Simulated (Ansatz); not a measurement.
# singlet CH3Te+: levels of theory compared

Wanted: a comparison of 6 runs (B2PLYP/STO-3G, CAM-B3LYP/STO-3G, PBE/STO-3G, PBE0/STO-3G, SVWN5/STO-3G, wB97X/STO-3G) of singlet CH3Te+. 

Program for the calculation: Ansatz 0.2.0.

74 further runs of the same task are left out: 22 that didn't finish, 52 set aside as unsound or not needed.

### Step 1. The molecule

The species is CH3Te+ (5 atoms), meant as a singlet with charge +1. As SMILES of the parent species, `C[Te]`. The coordinates come from a PBE0-D4/def2-TZVP relaxation. That shape belongs to the parent species and isn't relaxed for this state.

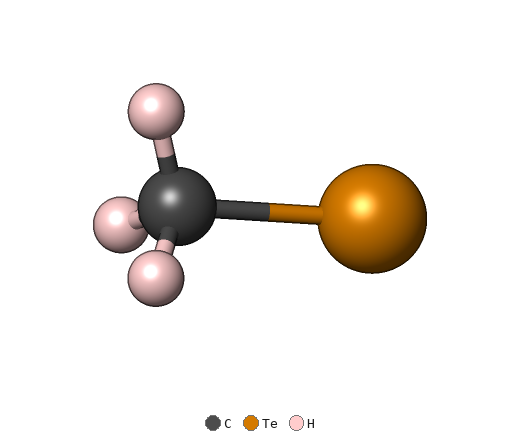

The structure, seen from a chosen angle (carbon dark grey, tellurium orange, hydrogen pink).

### Step 2. The energy at B2PLYP/STO-3G (run 1)

molecule.yaml reads:

```yaml
basis:
  gaussian: {orbitals: STO-3G}
crystal:
  periodic: [false, false, false]
  atoms:
    - {symbol: C, position_ang: [-0.203900, -0.046100, -0.001400]}
    - {symbol: Te, position_ang: [1.912000, 0.238200, 0.073400]}
    - {symbol: H, position_ang: [-0.456800, -1.054800, 0.316200]}
    - {symbol: H, position_ang: [-0.702500, 0.699400, 0.613500]}
    - {symbol: H, position_ang: [-0.498800, 0.089500, -1.043200]}
total_charge: 1
hamiltonian: {xc: {name: B2PLYP}}
correlation: {frozen_orbitals: {C: 1, H: 0, Te: 18}}
accuracy: high
```

The run is started by

```console
$ ansatz run molecule.yaml --threads 1 --pin off --max-ram 2610MiB --events-out events.jsonl --progress --plain --runs-dir runs
```

Log:

```text
Warning: RAYON_NUM_THREADS=1 ignored (pool sized by the plan → 1); use --threads N
Functional definition: B2PLYP
  name "B2PLYP"
  parameter a = 0.53
  parameter c = 0.27
  exchange = (1 - a)*b88_x + a*exact_x
  correlation = (1 - c)*lyp_c + c*(mp2_os + mp2_ss)
486 factors; integrals over basis functions are off by at most 4.9e-9 eV
mean field evaluation 1: about -179261.7131 eV, gradient 1.4e1 eV
mean field evaluation 2: about -179261.7241 eV, gradient 1.4e1 eV
mean field evaluation 4: about -179262.4432 eV, gradient 3.6e-1 eV
mean field evaluation 8: about -179262.4441 eV, gradient 1.6e-3 eV
mean field evaluation 16: about -179262.4441 eV, gradient 9.8e-6 eV
mean field evaluation 32: about -179262.4207 eV, gradient 6.4e-1 eV
mean field -179262.44408113 eV, -6587.7733115328 hartree, gradient 3.5e-8 eV, S^2 0.000000; 2 other end points of the search recorded, 0 dependent functions left out; unrestricted orbitals would lower it
19 core orbitals not correlated: weight in the atoms' cores, before any rotation towards them, 1.000 or more for the frozen orbitals, at most 0.000 for the correlated occupied ones
reference -179262.44409961 eV, -6587.7733122120 hartree; 11, 11 occupied and 5, 5 virtual orbitals, 486 factors
second order -2.67772210 eV of doubles, -0.00000000 eV of singles
Total energy: -179263.16708458 eV, -6587.7998814195 hartree
```

Wall time 4.2 s (1 thread of Intel Xeon Platinum 8259CL at 2.50GHz (Skylake/Cascade Lake), shared host); peak memory 0.14 GiB.

### Step 3. The energy at CAM-B3LYP/STO-3G (run 2)

run.yaml reads:

```yaml
crystal:
  periodic: [false, false, false]
  atoms:
    - {symbol: C, position_ang: [-0.203900, -0.046100, -0.001400]}
    - {symbol: Te, position_ang: [1.912000, 0.238200, 0.073400]}
    - {symbol: H, position_ang: [-0.456800, -1.054800, 0.316200]}
    - {symbol: H, position_ang: [-0.702500, 0.699400, 0.613500]}
    - {symbol: H, position_ang: [-0.498800, 0.089500, -1.043200]}
basis:
  gaussian:
    orbitals: STO-3G
total_charge: 1
hamiltonian:
  xc: {name: CAM-B3LYP}
accuracy: high
```

The run is started by

```console
$ ansatz run run.yaml --threads 1 --pin off --max-ram 2610MiB --events-out events.jsonl --progress --plain --runs-dir runs
```

Log, shortened:

```text
Warning: RAYON_NUM_THREADS=1 ignored (pool sized by the plan → 1); use --threads N
Functional definition: CAM-B3LYP
  name "CAM-B3LYP"
[...]
486 factors; integrals over basis functions are off by at most 4.9e-9 eV
158 factors; integrals over basis functions are off by at most 9.8e-10 eV
[...]
mean field -179283.12872283 eV, -6588.5334580947 hartree, gradient 6.1e-8 eV, S^2 0.000000; 2 other end points of the search recorded, 0 dependent functions left out
reference -179283.12873683 eV, -6588.5334586091 hartree; 30, 30 occupied and 5, 5 virtual orbitals, 486 factors
Total energy: -179283.12873683 eV, -6588.5334586091 hartree
```

Wall time 3.9 s (1 thread of Intel Xeon Platinum 8259CL at 2.50GHz (Skylake/Cascade Lake), shared host); peak memory 0.13 GiB.

### Step 4. A single-point energy at PBE/STO-3G (run 3)

in.yaml reads:

```yaml
crystal:
  periodic: [false, false, false]
  atoms:
    - {symbol: C, position_ang: [-0.203900, -0.046100, -0.001400]}
    - {symbol: Te, position_ang: [1.912000, 0.238200, 0.073400]}
    - {symbol: H, position_ang: [-0.456800, -1.054800, 0.316200]}
    - {symbol: H, position_ang: [-0.702500, 0.699400, 0.613500]}
    - {symbol: H, position_ang: [-0.498800, 0.089500, -1.043200]}
basis:
  gaussian: {orbitals: STO-3G}
total_charge: 1
hamiltonian: {xc: {name: PBE}}
accuracy: high
```

The run is started by

```console
$ ansatz run in.yaml --threads 1 --pin off --max-ram 2610MiB --events-out events.jsonl --progress --plain --runs-dir runs
```

Log:

```text
Warning: RAYON_NUM_THREADS=1 ignored (pool sized by the plan → 1); use --threads N
Functional definition: PBE
  name "PBE"
  parameter kappa = 0.804
  parameter beta = 0.06672455060314922
  exchange = pbe_x(kappa = kappa, mu = beta*pi^2/3)
  correlation = pbe_c(beta = beta)
486 factors; integrals over basis functions are off by at most 4.9e-9 eV
mean field evaluation 1: about -179257.1961 eV, gradient 2.5e1 eV
mean field evaluation 2: about -179244.7656 eV, gradient 6.0e1 eV
mean field evaluation 4: about -179259.5929 eV, gradient 2.0e0 eV
mean field evaluation 8: about -179259.5831 eV, gradient 2.0e0 eV
mean field evaluation 16: about -179259.5694 eV, gradient 3.5e-4 eV
mean field evaluation 32: about -179259.5279 eV, gradient 5.1e-1 eV
mean field -179259.56937700 eV, -6587.6676681045 hartree, gradient 1.7e-8 eV, S^2 0.000000; 3 other end points of the search recorded, 0 dependent functions left out
reference -179259.56937899 eV, -6587.6676681776 hartree; 30, 30 occupied and 5, 5 virtual orbitals, 486 factors
Total energy: -179259.56937899 eV, -6587.6676681776 hartree
```

It took 3 s on 1 thread of Intel Xeon Platinum 8259CL at 2.50GHz (Skylake/Cascade Lake), shared host; peak memory 0.12 GiB.

Runs 4 to 5 aren't shown in full; the table further down has their settings and results.

### Step 5. A single-point energy at wB97X/STO-3G (run 6)

molecule.yaml, as its differences from that of step 2:

```diff
@@ -1,3 +1 @@
-basis:
-  gaussian: {orbitals: STO-3G}
 crystal:
@@ -10,5 +8,11 @@
     - {symbol: H, position_ang: [-0.498800, 0.089500, -1.043200]}
+basis:
+  gaussian:
+    orbitals: STO-3G
 total_charge: 1
-hamiltonian: {xc: {name: B2PLYP}}
-correlation: {frozen_orbitals: {C: 1, H: 0, Te: 18}}
+magnetization:
+  spin_polarized: false
+  initial_magnetization: 0
+hamiltonian:
+  xc: {name: wB97X}
 accuracy: high
```

The run is started by

```console
$ ansatz run molecule.yaml --threads 1 --pin off --max-ram 2610MiB --events-out events.jsonl --progress --plain --runs-dir runs
```

Log, shortened:

```text
Warning: RAYON_NUM_THREADS=1 ignored (pool sized by the plan → 1); use --threads N
Functional definition: wB97X
  name "wB97X"
[...]
      + exact_x_lr(omega)
[...]
      + integral(e_c_pw_opposite_spin*poly(b97_u_opposite, 1, cos1, cos2, cos3, cos4))
486 factors; integrals over basis functions are off by at most 4.9e-9 eV
140 factors; integrals over basis functions are off by at most 6.3e-10 eV
[...]
mean field -179282.81408688 eV, -6588.5218954369 hartree, gradient 7.1e-8 eV, S^2 0.000000; 2 other end points of the search recorded, 0 dependent functions left out
reference -179282.81408524 eV, -6588.5218953767 hartree; 30, 30 occupied and 5, 5 virtual orbitals, 486 factors
Total energy: -179282.81408524 eV, -6588.5218953767 hartree
```

Wall time 19 s (1 thread of Intel Xeon Platinum 8259CL at 2.50GHz (Skylake/Cascade Lake), shared host); peak memory 0.28 GiB.

### Step 6. The series

```csv
run,level,frozen core orbitals,energy (Eh),wall time
1,B2PLYP/STO-3G,19,-6587.799881,4.2 s
2,CAM-B3LYP/STO-3G,–,-6588.533459,3.9 s
3,PBE/STO-3G,–,-6587.667668,3 s
4,PBE0/STO-3G,–,-6588.026827,4.2 s
5,SVWN5/STO-3G,–,-6581.961968,1.9 s
6,wB97X/STO-3G,–,-6588.521895,19 s
```

### Step 7. What came out

| quantity | value |
| --- | --- |
| run 6: total energy | -6588.52190 Eh |

Totals of different functionals can't be ranked against each other. In run 1 the log says that unrestricted orbitals would lower the reference, so the values rest on an unstable closed-shell determinant (other closed-shell runs at this shape may share the fault). In runs 1, 2, 3, 4, 5, 6 the basis is minimal, so the values are rough. In runs 1, 2, 3, 4, 5, 6 relativity is left out where basis or elements ask for it. All runs together took 36 s, the longest 19 s.
